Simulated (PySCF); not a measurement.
## EPR calculation of C3H11NPSi

- system: C3H11NPSi, multiplicity 2
- method: UKS B3LYP, pcH-1 on C H N P Si, non-relativistic, mean-field spin-orbit, GIAO (PySCF 2.14.0)

It belongs to a series of runs on one base structure; here: H removed from sp3 C.

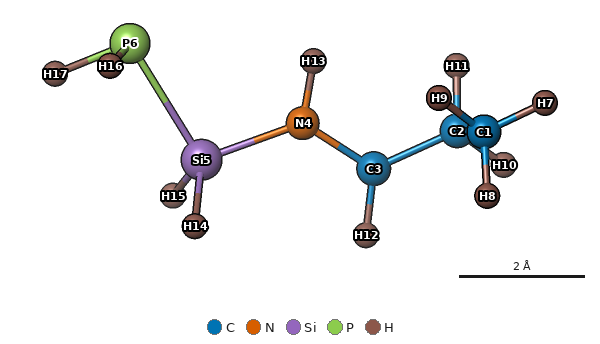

The structure as given in the input (ball-and-stick view, seen at a tilt; atoms are numbered from 1 in the order of the input).

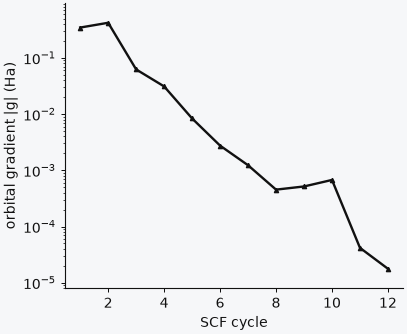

Convergence of the self-consistent field: orbital gradient |g| against the SCF cycle. All cycles printed in the log are drawn one after another.

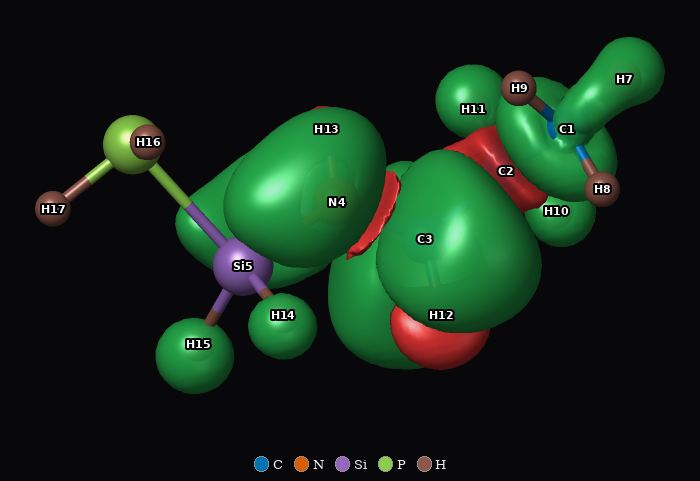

Isosurfaces of the spin density at +0.004 (green) and −0.004 e/Å³ (red), seen at a tilt. The unpaired spin (1 electron) lies mostly on C3 (about 0.6) and N4 (about 0.2), in electrons by Hirshfeld's partition.

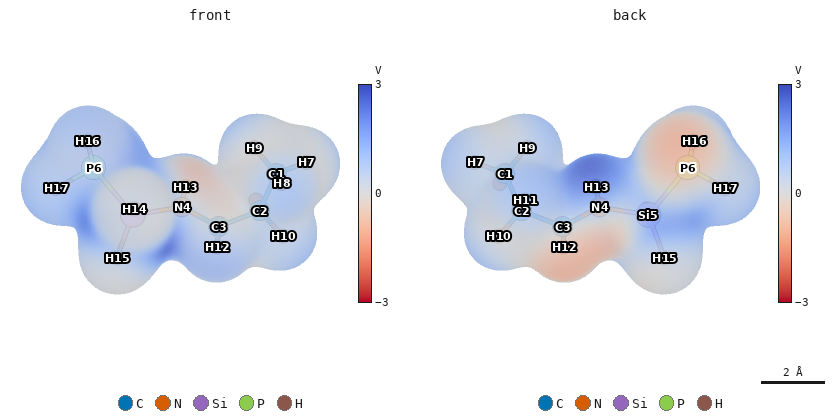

The molecular electrostatic potential painted on the density surface at 0.004 e/bohr³, seen face on and from behind; the colour scale runs from red (negative) to blue (positive).

These pictures come from the run below.

## Input
```
{"job": {"kind": "epr", "basis": "pcH-1"}, "charge": 0, "multiplicity": 2}
C     -2.494609    -0.249765     0.943422
C     -2.045136     0.079474    -0.493377
C     -0.713612     0.728344    -0.535730
N      0.428735    -0.021421    -0.476412
Si     2.038875     0.540458    -0.227856
P      3.199795    -1.371205    -0.177620
H     -3.467455    -0.736078     0.934354
H     -2.564441     0.661628     1.531591
H     -1.776989    -0.913359     1.420422
H     -2.786964     0.740062    -0.947467
H     -2.019239    -0.850795    -1.069541
H     -0.599932     1.772860    -0.314699
H      0.266762    -1.008250    -0.630471
H      2.122008     1.341676     1.006171
H      2.509497     1.399376    -1.330032
H      3.496276    -1.321989     1.171271
H      4.399432    -0.778985    -0.515012
```

The first line tells a small driver script what to run in PySCF; the rest is the geometry in Å.

Launched with:
```bash
OMP_NUM_THREADS=1 python <driver script> task.json out
```

## Output
```
UKS, coarse grid
  cycle   1  E = -806.49086266  |g| = 3.47e-01
  cycle   2  E = -806.45937525  |g| = 4.22e-01
  cycle   3  E = -806.54480105  |g| = 6.24e-02
  cycle   4  E = -806.54618459  |g| = 3.11e-02
  cycle   5  E = -806.54662239  |g| = 8.37e-03
  cycle   6  E = -806.54665557  |g| = 2.75e-03
  cycle   7  E = -806.54666004  |g| = 1.23e-03
  cycle   8  E = -806.54666054  |g| = 4.53e-04
UKS, final grid
  cycle   1  E = -806.54667819  |g| = 5.16e-04
  cycle   2  E = -806.54667810  |g| = 6.74e-04
  cycle   3  E = -806.54667833  |g| = 4.17e-05
  cycle   4  E = -806.54667833  |g| = 1.77e-05
E = -806.54667833 Eh   <S^2> = 0.7533 (exact 0.7500)
g shifts (ppm)      1          2          3
  rmc          -162       -162       -162
  gc             -6         38         35
  oz_so          -8        716       1048
  total        -176        592        921
hyperfine (MHz)  atom isotope    a_iso     a_fc   dipolar eigenvalues
    0   13C      76.90      76.91     -4.89     -4.78      9.67
    1   13C     -23.82     -23.83     -1.72     -1.01      2.73
    2   13C      98.71      98.79    -71.00    -70.10    141.10
    3   14N       1.74       1.77     -8.76     -7.94     16.70
    4  29Si       6.87       6.83     -4.22      1.91      2.31
    5   31P      -6.96      -6.96     -0.88     -0.52      1.40
    6    1H      12.16      12.16     -3.18     -1.63      4.81
    7    1H      -2.21      -2.21     -4.80     -1.85      6.65
    8    1H      -3.98      -3.98     -4.38     -1.41      5.79
    9    1H      26.03      26.03     -5.40     -3.88      9.28
   10    1H      24.89      24.89     -4.73     -3.90      8.63
   11    1H     -51.61     -51.63    -33.83      0.33     33.50
   12    1H     -10.53     -10.54     -9.65     -4.60     14.25
   13    1H      14.81      14.81     -2.17     -1.79      3.96
   14    1H      20.80      20.80     -2.09     -1.71      3.80
   15    1H       6.17       6.17     -0.89     -0.76      1.66
   16    1H       2.49       2.49     -0.69     -0.63      1.32
```

## Results in brief

```json
{"quantity": "outcome", "value": "converged"}
{"quantity": "total energy", "value": "−806.546678 hartree"}
{"quantity": "⟨S²⟩", "value": "0.753"}
{"quantity": "isotropic g", "value": "2.0028"}
{"quantity": "hardware", "value": "1 CPU thread, shared host"}
{"quantity": "wall time", "value": "77 s"}
{"quantity": "peak memory", "value": "1 GiB"}
```
